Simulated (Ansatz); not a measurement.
**I₄Ti (SMILES [I][Ti]([I])([I])[I]): density, localisation and related maps**

Input file:

```
crystal:
  periodic: [false, false, false]
  atoms:
    - {symbol: I, position_ang: [-1.158637, -0.016524, 2.231728]}
    - {symbol: Ti, position_ang: [0.009984, -0.014740, -0.008280]}
    - {symbol: I, position_ang: [2.164590, -1.322786, 0.164926]}
    - {symbol: I, position_ang: [-1.487183, -1.083531, -1.740184]}
    - {symbol: I, position_ang: [0.521145, 2.363882, -0.689591]}
basis:
  gaussian: {orbitals: def2-TZVPP}
hamiltonian: {xc: pbe0, dispersion: d4}
output: {orbitals: {seedname: orbitals}}
```

Run with:

```sh
ansatz run in.yaml --threads 2 --pin off --events-out ev --progress --plain --max-ram 32768MiB --backend cpu
```

Geometry: PBE0-D4/def2-TZVP; core potentials replace the inner electrons of I.

All numbers below come from RKS PBE0-D4/def2-TZVPP in Ansatz.

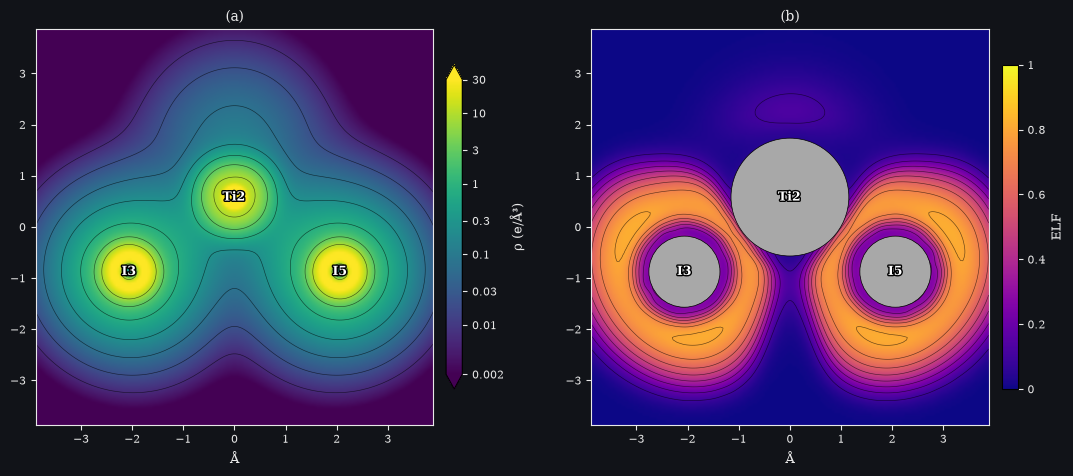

Figure 1. (a) electron density; (b) electron localisation function on the plane of atoms I3, Ti2 and I5. Grey discs cover the atomic cores in the ELF map.

Question: Describe what can be read from this map.

Answer: Atoms in the plane: Ti and I. Ti–I (2.53 Å): ρ at the midpoint is about 0.56 e/Å³; the ELF peaks at about 0.70 in the valence shell of I, 1.2 Å from its nucleus, and is about 0.65 at the midpoint.

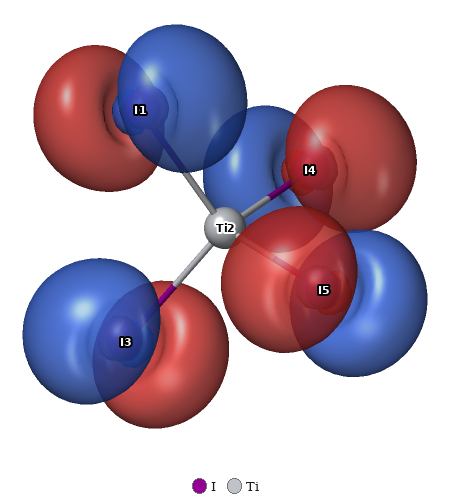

Figure 2. The HOMO at ±0.08 Å⁻³ᐟ² (blue and red are the two phases), seen from one side.

Question: Describe this orbital and give its energy.

Answer: It lies mainly on I1 (about 25 %), I3 (about 25 %), I4 (about 25 %) and I5 (about 25 %); largely a combination of lone pairs on I1, I3, I4 and I5. It is one of a degenerate set, so its orientation is arbitrary. Its energy is −7.75 eV.
